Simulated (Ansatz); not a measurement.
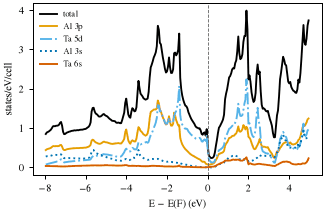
Total and projected density of states of TaAl3 in space group I4/mmm (No. 139; Ta on 2a, Al on 2b, Al on 4d), the program Ansatz at the r²SCAN level (PAW)

Which orbitals carry the states next to the Fermi level?

Within 0.5 eV of the Fermi level: Ta 5d 70 %, Al 3p 22 %. Projections are on Löwdin-orthogonalised atomic valence shells; empty p or d shells of many metals are not among them.

Where is the tallest occupied peak in this window, and what makes it?

Near -2.4 eV, about 3.6 states/eV per cell; the largest projected share is Al 3p.

The workflow started from a Materials Project entry (that database holds measured and hypothetical structures alike); the Crystallography Open Database files this formula in space group No. 139, but the cells were not matched. Whether it is the stable phase at ambient conditions was not checked. The cell was relaxed with r²SCAN under the symmetry of its start; its stability against distortions is not shown here. No spin polarisation was allowed. Spin–orbit coupling is left out wherever it is not named.

Potentials: the later of the program's two PAW sets.
